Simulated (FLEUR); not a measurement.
Band structure of Sr₃Ca (Pm-3m, 4 atoms in the cell).

```
Sr3Ca
1.0
    5.98875     0.00000     0.00000
    0.00000     5.98875     0.00000
    0.00000     0.00000     5.98875
Sr Ca
3 1
Direct
  0.00000   0.50000   0.50000
  0.50000   0.00000   0.50000
  0.50000   0.50000   0.00000
  0.00000   0.00000   0.00000
```

Method of the run: PBEsol, all-electron FLAPW (FLEUR), scalar-relativistic valence run with FLEUR.

Settings: Kmax = 3.8 1/bohr; GmaxXC = 15.2 1/bohr; xcFunctional = PBEs; jspins = 1; l_soc = F; mode = hist; fermiSmearingEnergy = 0.00499791 Htr; mesh (inpgen div1-3) = 4 4 4; inpgen gamma flag = true; Gmax = 15.2 1/bohr; numbands = 0; maxIterBroyd = 15; imix = Anderson; alpha = 0.05.

The starting cell comes from a database of computed structures (which also holds hypothetical and non-ambient phases and stackings), without a prior relaxation at this level. Values depend on the basis (sphere radii, cutoffs, local orbitals), which need not be converged.

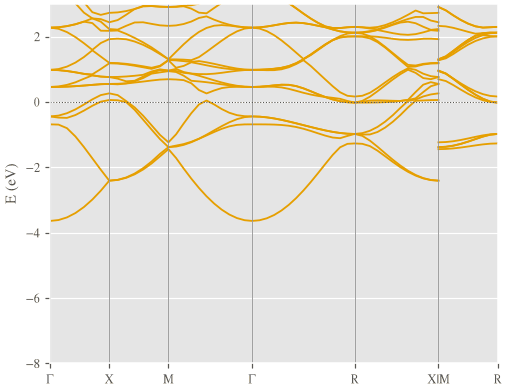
Bands along the path, energies from the Fermi level.

Levels in eV from the Fermi level, bands 17 to 24:
```json
[
 {"point": "Γ", "17": "-3.64", "18": "-0.69", "19": "-0.44", "20": "-0.44", "21": "0.46", "22": "0.46", "23": "0.46", "24": "0.98"},
 {"point": "X", "17": "-2.41", "18": "-2.41", "19": "0.06", "20": "0.26", "21": "0.55", "22": "0.55", "23": "0.76", "24": "0.76"},
 {"point": "M", "17": "-1.44", "18": "-1.38", "19": "-1.38", "20": "-1.23", "21": "0.70", "22": "0.94", "23": "0.96", "24": "0.96"},
 {"point": "R", "17": "-1.27", "18": "-0.98", "19": "-0.98", "20": "-0.98", "21": "-0.02", "22": "-0.02", "23": "-0.02", "24": "0.17"}
]
```
